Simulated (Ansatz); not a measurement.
# Al (Aluminum) (110): surface energy and levels, part 2 of 2

Aim: for Al (Aluminum), compute energy, relaxation and work function or band edges of the (110) face.

Ansatz 0.2.0; DFT r2SCAN, scalar-relativistic, plane waves, PAW.

## (5) Relaxing the (110) slab

The input, input.yaml:

```yaml
crystal:
  lattice:
    - [2.8227746037, 0.0, 0.0]
    - [0.0, 3.9920061281, 0.0]
    - [0.0, 0.0, 27.7024857169]
  atoms:
    - { symbol: Al, position: [0.5, 0.5, 0.2707338279] }
    - { symbol: Al, position: [0.0, 0.0, 0.3216818661] }
    - { symbol: Al, position: [0.5, 0.5, 0.3726299044] }
    - { symbol: Al, position: [0.0, 0.0, 0.4235779426] }
    - { symbol: Al, position: [0.5, 0.5, 0.4745259809] }
    - { symbol: Al, position: [0.0, 0.0, 0.5254740191] }
    - { symbol: Al, position: [0.5, 0.5, 0.5764220574] }
    - { symbol: Al, position: [0.0, 0.0, 0.6273700956] }
    - { symbol: Al, position: [0.5, 0.5, 0.6783181339] }
    - { symbol: Al, position: [0.0, 0.0, 0.7292661721] }
basis:
  ecutwfc: 500
kpoints:
  mp_grid: { grid: [12, 9, 1] }
hamiltonian:
  xc: r2scan
scf:
  occupations: { method: gaussian, width: 0.1 }
output:
  forces: true
  eigenvalues: true
  write_density: true
  write_potential: true
  elf: true
  volumetric_format: npy
relax:
  adjacent_minimum: "off"
  f_tol: 0.02
  max_steps: 60
efield:
  axis: 3
  dipole_correction: true
```

The run is started by

```bash
> ansatz run input.yaml --threads 1 --pin off --max-ram 2560MiB --backend cpu --events-out ev --progress --plain --runs-dir out
```

The log of the run:

```text
Warning: RAYON_NUM_THREADS=1 ignored (pool sized by the plan → 1); use --threads N
Engine: ansatz 0.2.0, x86_64-unknown-linux-gnu
Pseudopotentials: kind: paw
Pseudopotential: Al, paw, valence charge 3, recommended cutoff 500 eV (meta_gga), Al.paw.azcp
Functional definition: r2SCAN
  parameter k0 = 0.174
  parameter k1 = 0.065
  parameter a1 = 4.9479
  exchange = r2scan_x(k0 = k0, k1 = k1, a1 = a1)
  correlation = r2scan_c
Crystal: 10 atoms, lattice volume = 312.166 Å³
Basis set: ecut = 500 eV, 7909 PW (Γ), exchange–correlation on 96×120×864 points (64 copies of the dense FFT grid, shifted against one another)
Bands: 25, of which v1, the nominal top of the filled ones, is band 15 counted from 1 (14 counted from 0)
Symmetry: 4 space group operations
k-points: 35 of 108
Non-local potential: Al, projectors of the file, l = 0: 2, l = 1: 2, l = 2: 1
PAW form: soft (Blöchl's): semilocal exchange-correlation on the pseudo side does not see the compensation charge
PAW frozen core: Al, regenerated for the run's functional (the file was generated under x = pbe(κ = 0.804, μ = 0.2195149727645171), c = pbe(β = 0.06672455060314922))
PAW one-centre angular grid: Al, 302 points (default); XC on 160 Gauss nodes
Initial density: superposition of atomic densities (neutral atoms: chi_scale 0, normalization atom), corrected by the library's trained network
Initial wavefunctions: pseudopotential atomic-orbital guess
Functional: x = r2scan, c = r2scan; τ floored in thin density (d = 2e-4 eV/Å³)
SCF iter   1: F=—  HF=-5402.447312 eV  |F-HF|=—  |Δ(HF+E_count)|=         —  Δρ=2.59e-3  dr2=2.68e-2  dr2_τ=4.35e-2  ethr=1.77e-3  p=0.000 e·Å  D=6.39e-14 V/Å  ΔV_dip=-0.00 eV  dr2_dipole=2.84e-8  V_vac-E_F(+/−)=4.00/4.00 eV  ⟨swp⟩=10.9  Hψ=6300  notcnv=0  defer=3
efield: sawtooth ramp at fractional position 0.9500 (placed from the atoms, in the widest stretch of the axis that holds none; the zero of the levels goes with the place), width 0.1000; the density the first Hamiltonian is built on has a dipole p = 0.000 e·Å; the dipole correction subtracts the counter field D = 6.39e-14 V/Å, which shifts the + side's vacuum level by -0.00 eV against the − side's; the planar-averaged density in the ramp window peaks in size at 8.8e-5 e/Å³
preconditioner: auto → LDOS  [metal: Δε(μ)=0.001 eV  Ē_g=7.045 eV  σ=0.100 eV  W_gap=0.00  n_scr=34 (ndim 8)  ℏωp=11.5 eV  f_vac=0.387  D(μ)=4.88/eV (n_scr^D=24)  β→1.0]
SCF iter   2: F=—  HF=-5402.518161 eV  |F-HF|=—  |Δ(HF+E_count)|=   7.08e-2  Δρ=8.97e-4  dr2=3.66e-3  dr2_τ=6.18e-6  ethr=8.92e-5  p=0.000 e·Å  D=9.63e-6 V/Å  ΔV_dip=-0.00 eV  dr2_dipole=1.77e-7  V_vac-E_F(+/−)=4.09/4.09 eV  ⟨swp⟩=2.3  Hψ=1950  notcnv=0  defer=107
SCF iter   3: F=—  HF=-5402.518788 eV  |F-HF|=—  |Δ(HF+E_count)|=   6.27e-4  Δρ=1.60e-4  dr2=1.14e-4  dr2_τ=7.11e-7  ethr=1.22e-5  p=-0.000 e·Å  D=-1.44e-5 V/Å  ΔV_dip=0.00 eV  dr2_dipole=9.30e-8  V_vac-E_F(+/−)=4.12/4.12 eV  ⟨swp⟩=2.3  Hψ=1300  notcnv=0  defer=107
SCF iter   4: F=—  HF=-5402.518891 eV  |F-HF|=—  |Δ(HF+E_count)|=   1.03e-4  Δρ=3.87e-5  dr2=8.82e-6  dr2_τ=2.92e-8  ethr=3.80e-7  p=0.000 e·Å  D=7.06e-6 V/Å  ΔV_dip=-0.00 eV  dr2_dipole=1.99e-10  V_vac-E_F(+/−)=4.12/4.12 eV  ⟨swp⟩=2.0  Hψ=1321  notcnv=0  defer=107
iter 5 did not close the SCF: its close was put off for the readings that it lacked (scf_convergence_deferred on its scf_iter line)
SCF iter   5: F=-5402.518895 eV  HF=-5402.518895 eV  |F-HF|=2.03e-7  |Δ(HF+E_count)|=   3.94e-6  Δρ=1.08e-5  dr2=9.02e-7  dr2_τ=2.58e-9  ethr=2.94e-8  p=-0.000 e·Å  D=-2.35e-6 V/Å  ΔV_dip=0.00 eV  dr2_dipole=3.68e-11  V_vac-E_F(+/−)=4.13/4.13 eV  ⟨swp⟩=2.2  Hψ=1333  notcnv=0  defer=107
SCF iter   6: F=-5402.518895 eV  HF=-5402.518895 eV  |F-HF|=7.71e-9  |Δ(HF+E_count)|=   2.37e-7  Δρ=2.23e-6  dr2=2.49e-8  dr2_τ=9.70e-11  ethr=3.01e-9  p=0.000 e·Å  D=4.70e-7 V/Å  ΔV_dip=-0.00 eV  dr2_dipole=1.12e-10  V_vac-E_F(+/−)=4.13/4.13 eV  ⟨swp⟩=23.7  Hψ=8773  notcnv=0
SCF 1 converged in 6 iterations: F = -5402.518895 eV  dr2 = 2.49e-8
relax step   1: F+E_penalty+E_count = -5402.51889538 eV  Δ(F+E_penalty+E_count) = +0.000e0 eV  max|allowed force component| = 2.132e-1 eV/Å  Δτ_max = 0.0000 Å  (6 SCF iters, dr2 threshold 1.00e-5 eV, accepted)
[... 12 lines left out ...]
relax step   2: F+E_penalty+E_count = -5402.54542061 eV  Δ(F+E_penalty+E_count) = -2.653e-2 eV  max|allowed force component| = 5.054e-2 eV/Å  Δτ_max = 0.0645 Å  (5 SCF iters, dr2 threshold 2.84e-6 eV, accepted)
[... 8 lines left out ...]
relax step   3: F+E_penalty+E_count = -5402.54626460 eV  Δ(F+E_penalty+E_count) = -8.440e-4 eV  max|allowed force component| = 6.627e-3 eV/Å  Δτ_max = 0.0118 Å  (5 SCF iters, accepted)
iter 1 solved again at ethr=2.79e-10 eV; its pass at ethr=3.10e-3 eV (dr2=8.37e-8 eV) is discarded
SCF iter   1: F=—  HF=-5402.546265 eV  |F-HF|=—  |Δ(HF+E_count)|=         —  Δρ=2.79e-6  dr2=8.36e-8  dr2_τ=9.90e-11  ethr=2.79e-10  p=0.000 e·Å  D=3.06e-7 V/Å  ΔV_dip=-0.00 eV  dr2_dipole=1.08e-11  V_vac-E_F(+/−)=4.12/4.12 eV  ⟨swp⟩=1.0  Hψ=3363  notcnv=0
efield: sawtooth ramp at fractional position 0.9500 (kept from the solve that this one continues, or follows in the run), width 0.1000; the density the first Hamiltonian is built on has a dipole p = 0.000 e·Å; the dipole correction subtracts the counter field D = 3.06e-7 V/Å, which shifts the + side's vacuum level by -0.00 eV against the − side's; the planar-averaged density in the ramp window peaks in size at 3.1e-6 e/Å³
preconditioner: auto → LDOS  [metal: Δε(μ)=0.005 eV  Ē_g=7.051 eV  σ=0.100 eV  W_gap=0.03  n_scr=34 (ndim 8)  ℏωp=11.5 eV  f_vac=0.384  D(μ)=4.82/eV (n_scr^D=24)  β→1.0]
SCF iter   2: F=-5402.546265 eV  HF=-5402.546265 eV  |F-HF|=4.61e-9  |Δ(HF+E_count)|=   2.40e-9  Δρ=1.21e-6  dr2=7.57e-9  dr2_τ=4.62e-11  ethr=2.79e-10  p=-0.000 e·Å  D=-1.33e-7 V/Å  ΔV_dip=0.00 eV  dr2_dipole=1.14e-11  V_vac-E_F(+/−)=4.12/4.12 eV  ⟨swp⟩=11.8  Hψ=6229  notcnv=0
SCF 4 converged in 2 iterations: F = -5402.546265 eV  dr2 = 7.57e-9
WARN: The output density's exchange-correlation potential varies sharply where the density is thin. Do not read a vacuum level from v_tot or v_xc, or from such a field of the output density. On a cell that repeats whose density bears no net charge and no dipole along the vacuum's axis use v_es (v_loc + v_h of the components); under efield.dipole_correction with no amplitude use v_es + v_field, which holds any external_charges[].barrier, or the levels of the report's work_function block, which leave it out; under a non-zero efield.amplitude the vacuum is tilted and has no level; on a cell that repeats and bears such a dipole with no correction it is tilted too, and efield.dipole_correction with no amplitude gives each side of its ramp a level where efield: is served; in a cell that repeats whose density bears a net charge (total_charge, or a fill off its count) it is curved and has none; of a slab under crystal.periodic whose density bears no net charge use v_es, which has a level on each side, short of where the two are joined; of another it falls or rises all the way out and has none; of a slab beside external_charges read slab_vacuum_level instead, which it has where they leave it neutral. The grid or the basis barely resolves most such structure, and the values can differ between equally converged runs; as a rule a tighter scf.convergence.dr2_threshold does not remove it. Where the density itself ripples (under the LDA too) a higher basis.ecutwfc lessens it. The files hold the spikes' plane waves up to the density's cutoff. Files: v_tot_of_output_density and the like, and their columns of v_z.tsv (output.write_potential); v_xc_of_output_density and the like, and their columns of v_comp_z.tsv (output.write_potential_components). Measured: with its Gaussian average of σ = 0.25 Å subtracted twice, the exchange-correlation potential is over 0.1 eV at 3572 of the grid points where the equally averaged density (valence and model cores) is under 1e-3 e/Å³, and 1.28 eV at the most among them, at an averaged density of 4.6e-8 e/Å³. The input density's (outcome.potential() and, of a run that writes arrays, v_tot and v_xc) is over 0.1 eV, so measured, at 418 points of its own thin density, 0.394 eV at the most. See output.write_potential in the manual, Limitations
SCF converged after 2 iterations
Free energy (F): -5402.546265 eV
Harris-Foulkes:  -5402.546265 eV  (|F-HF|=4.61e-9)
Internal energy: -5402.522175 eV  (E = F + TS)
E sigma→0 (E₀):  -5402.534220 eV
Entropy (-TS):   -0.024090 eV (-2.409 meV/atom)
Fermi energy:    2.320322 eV
Dipole field:    D = -0.000004 V/Å  (p = -0.000007 e·Å, saw-weighted, corrected)
Work function:   Φ+ = 4.1161 eV   Φ− = 4.1160 eV
Levels:          The Fermi level and band energies are counted from a zero that moves with the ramp; work functions are not
--- Per-component energies (eV) ---
  E_band       = -69.654305
  E_kinetic    = 227.593007
  E_local      = -7741.204216  (includes V_loc(G=0)·N_el)
  E_nonlocal   = 97.170233
  E_hartree    = 3838.168224
  E_xc         = -364.514188
  E_vxc        = -307.680144  (∫ρ·V_xc dr)
  E_paw        = -4730.991019  (= ΣΔE_a)
  E_vpaw       = -34.006735  (= ΣTr[D̂ρ^β])
  E_aug_tail   = -0.000008  (compensation charges beyond the density's cutoff)
  E_vtau       = 12.137762  (kinetic-family band-sum trace: ∫τ·v_τ [+ j·A + Jᵃ·Aᵃ] dr)
  E_efield     = 0.000000  (sawtooth field / dipole correction)
  E_vefield    = 0.000000  (∫n·V_field dr)
  E_ewald      = 3271.856872
  E_core_change = -0.601080  (= ΣΔE_core)
  E_smearing   = -0.024090  (= −TS)
  E_closure    = 0.000000  (closes the sum)
  Σ components = -5402.546265   (vs F -5402.546265, Δ=0.00e0)
--- Forces (eV/Å), atoms counted from 1 ---
  atom   1  Al    -0.00000000    -0.00000000     0.00141471
  atom   2  Al    -0.00000000    -0.00000000     0.00494416
  atom   3  Al    -0.00000000    -0.00000000    -0.00306953
  atom   4  Al    -0.00000000    -0.00000000    -0.00665341
  atom   5  Al    -0.00000000     0.00000000     0.00483634
  atom   6  Al     0.00000000     0.00000000    -0.00485105
  atom   7  Al     0.00000000     0.00000000     0.00666715
  atom   8  Al    -0.00000000     0.00000000     0.00309218
  atom   9  Al     0.00000000     0.00000000    -0.00494220
  atom  10  Al    -0.00000000     0.00000000    -0.00143930
  max |Σ_I F_I| component: 9.50e-7 eV/Å
--- Band table (eV; the first three rows and the last of 35) ---
  k-point 0: bands = ["-9.5735", "-9.0984", "-8.2013", "-7.0495", "-5.5522", "-3.8154", "-2.0180", "-0.7377", "-0.3128", "-0.1570", "0.5204", "0.8769", "1.2824", "1.5795", "1.7557", "2.2539", "3.0085", "3.5647", "3.7012", "4.7725", "5.1142", "5.5573", "6.5037", "6.6391", "6.6608"]
  k-point 1: bands = ["-9.4520", "-8.9775", "-8.0813", "-6.9310", "-5.4361", "-3.7052", "-2.0563", "-1.9553", "-1.5524", "-0.7362", "-0.0678", "0.3286", "1.7959", "1.8468", "2.3987", "2.9025", "3.5564", "3.6553", "4.0383", "4.9245", "5.5234", "5.6780", "6.3566", "6.7172", "6.8501"]
  k-point 2: bands = ["-9.0882", "-8.6155", "-7.7222", "-6.5769", "-5.0920", "-3.7685", "-3.3650", "-3.2938", "-2.3622", "-1.5658", "-1.2849", "-0.1216", "0.5982", "1.6511", "2.5476", "3.6500", "4.4124", "4.7505", "5.1602", "5.8010", "6.0769", "6.1111", "7.0431", "7.0831", "7.2438"]
  k-point 34: bands = ["-2.9224", "-2.9224", "-2.4859", "-2.4859", "-1.7235", "-1.7235", "-1.6572", "-1.6572", "-1.2602", "-1.2602", "-0.6723", "-0.6723", "-0.3436", "-0.3436", "0.4663", "0.4663", "0.9508", "0.9508", "2.3152", "2.3152", "2.8955", "2.8955", "3.8345", "3.8345", "4.8307"]
--- Relaxed structure (3 steps of the walk, 3 accepted, 0 SCFs on fresh bases) ---
  F+E_penalty+E_count = -5402.54626460 eV   max|allowed force component| = 6.627e-3 eV/Å
  atoms:
    - { symbol: Al, position: [0.49999999999999994, 0.5, 0.2712930648261796] }
    - { symbol: Al, position: [-1.1459728015066414e-33, -6.34492714225507e-34, 0.318928069360497] }
    - { symbol: Al, position: [0.49999999999999994, 0.5, 0.37192066265785567] }
    - { symbol: Al, position: [-1.9077718701871668e-34, -1.5355371971930113e-34, 0.42175340108653525] }
    - { symbol: Al, position: [0.49999999999999994, 0.5, 0.47384978868914834] }
    - { symbol: Al, position: [-5.515949012403712e-34, -4.445293496243097e-34, 0.5261502339989369] }
    - { symbol: Al, position: [0.49999999999999994, 0.5, 0.5782465186764201] }
    - { symbol: Al, position: [-2.2489131610757114e-34, -2.002907379941989e-34, 0.6280792791835087] }
    - { symbol: Al, position: [0.49999999999999994, 0.5, 0.6810718860958856] }
    - { symbol: Al, position: [2.2313259782899495e-33, 1.3314773448218045e-33, 0.7287070954250318] }
```

Wall time 2.8 min (1 thread of Intel Xeon Platinum 8375C at 2.90GHz (Ice Lake), shared host); peak memory 1.4 GiB.

The steps of the relaxation:

```csv
step,E - E(step 1) (eV/cell),largest force component (eV/Å)
1,0.0000,0.2132
2,-0.0265,0.0505
3,-0.0274,0.0066
```

Step 1 is the start.

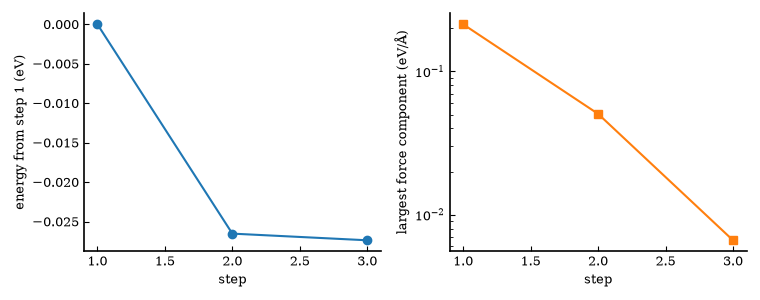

Energy and largest force along the relaxation.

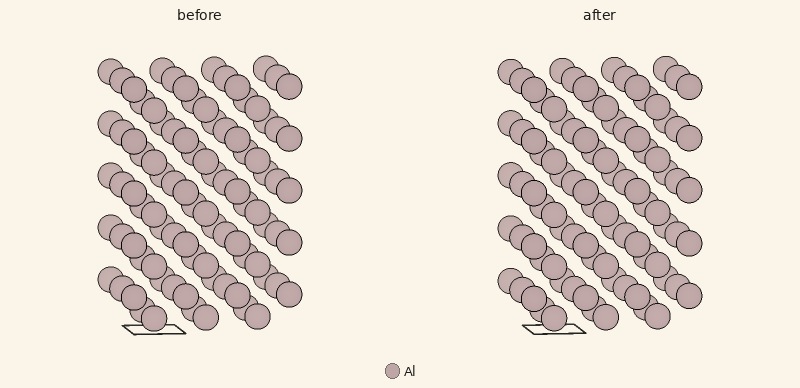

The structure before (left) and after (right) the relaxation, drawn at the same scale. The change is too small to see at this scale.

This gives work function 4.12 eV.

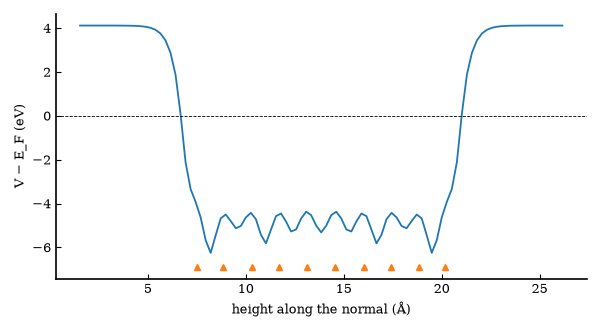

Plane-averaged electrostatic potential energy of an electron across the slab, counted from the Fermi level; triangles mark the atomic planes. The flat parts are the vacuum levels.

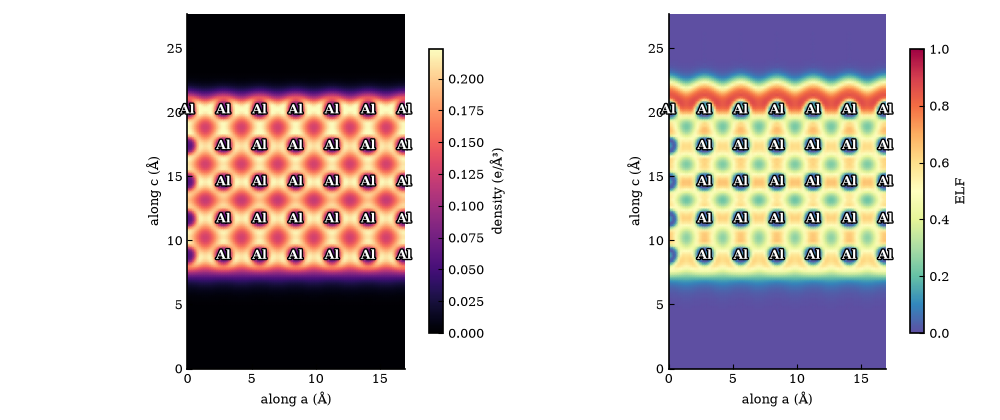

Density (left) and ELF (right) in a lattice plane of the grid's cell (edges 2.82 and 27.70 Å, at 0.000 of the third edge), which holds Al. Only atoms in the plane are labelled. Both are smooth fields of the valence electrons: close to the nuclei they are not physical.

Outside the cores ELF peaks at 0.87 beside Al, off the lines to its neighbours, 1.2 Å from Al; 0.71 on the Al–Al line, 1.2 Å from Al.

## (6) Surface energy and levels of (110)

γ = (E_slab − N E_bulk) / (2A); here N = 10 and A = 11.27 Å².

|  | as cut | relaxed |
| --- | --- | --- |
| surface energy, mean of both faces | 1.12 J/m² | 1.10 J/m² |
| work function | 4.13 eV | 4.12 eV |
| dipole along +c (e·Å/cell) | 0.000 | 0.000 |

Spacings of the planes, from the bottom up:

```
plane  atoms  spacing to the next, as cut (Å)  relaxed (Å)  change (%)  rumpling (Å)
    1     Al                            1.411        1.320        -6.5         0.000
    2     Al                            1.411        1.468        +4.0         0.000
    3     Al                            1.411        1.380        -2.2         0.000
    4     Al                            1.411        1.443        +2.3         0.000
    5     Al                            1.411        1.449        +2.7         0.000
    6     Al                            1.411        1.443        +2.3         0.000
    7     Al                            1.411        1.380        -2.2         0.000
    8     Al                            1.411        1.468        +4.0         0.000
    9     Al                            1.411        1.320        -6.5         0.000
   10     Al                                                                   0.000
```

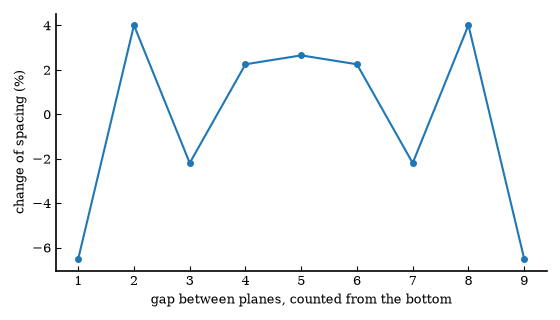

Change of each interlayer spacing on relaxation.

## (7) What came out

This closing draws on all 2 parts.

```
                                 quantity      value
surface energy, (110), cut with Al on top  1.10 J/m²
 work function, (110), cut with Al on top    4.12 eV
```

The outermost spacing of (110) contracts by 6.5 %, and relaxation gains 0.020 J/m² a face.
